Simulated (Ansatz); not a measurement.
## Electronic structure of BClH3OP···H2 in real space

```xyz
9

B     0.2067    0.5346   -0.1507
H    -0.2467   -0.4062    2.0116
Cl    1.4312   -0.7660   -0.3447
O    -1.0621    0.3349   -0.5946
H    -1.1703   -0.5592   -0.9821
P     0.6147    2.1901    0.7328
H     1.9868    2.2706    0.3341
H     0.1324    3.0464   -0.3131
H    -0.1733    0.2386    2.3091
```

Not at a stationary point (largest force 1.5 eV/Å).

Method: Ansatz 0.2.0, RKS PBE/6-31G*.

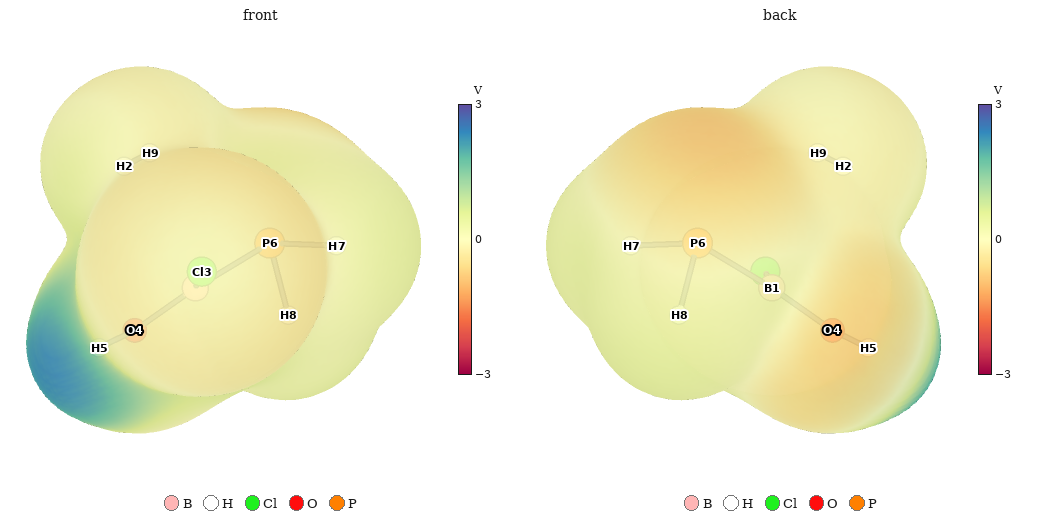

Figure 1. The molecular electrostatic potential painted on the density surface at 0.001 e/bohr³, seen from the front and from behind; the colour scale runs from red (negative) to blue (positive).

Where is the surface potential most negative and most positive?

Answer. The most negative region (about −0.8 V, or −18 kcal/mol for a unit charge) lies over P6, the most positive (about +2.3 V, or +53 kcal/mol for a unit charge) over H5.

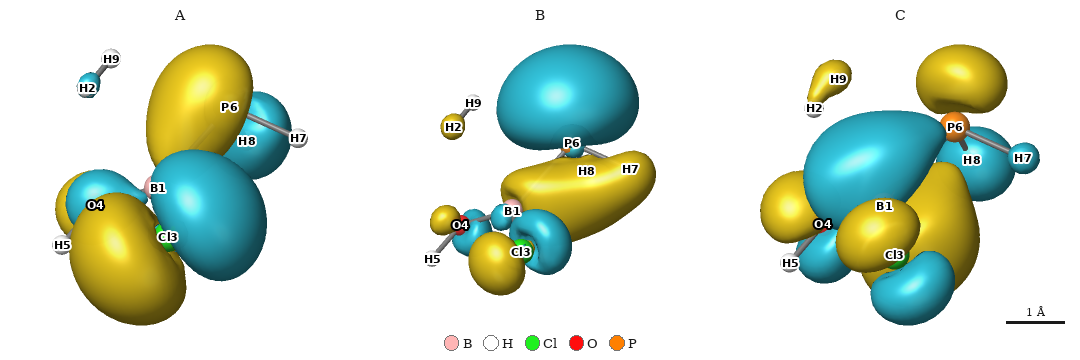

Figure 2. Three frontier orbitals at ±0.1 Å⁻³ᐟ² (yellow and cyan are the two phases), in no order.

Which picture is the HOMO−1, the HOMO and the LUMO?

Answer. A is the HOMO−1 (−7.66 eV). Its weight (Hirshfeld) is mainly on Cl3 (about 70 %), P6 (about 10 %) and O4 (about 5 %); largely a lone pair of Cl3. B is the HOMO (−6.29 eV). Its weight (Hirshfeld) is mainly on P6 (about 70 %), B1 (about 10 %) and Cl3 (about 5 %); largely a lone pair of P6. C is the LUMO (−1.20 eV). Its weight (Hirshfeld) is mainly on B1 (about 45 %), O4 (about 15 %), P6 (about 15 %) and Cl3 (about 15 %).

What is the HOMO–LUMO gap?

Answer. 5.09 eV between the orbital energies.
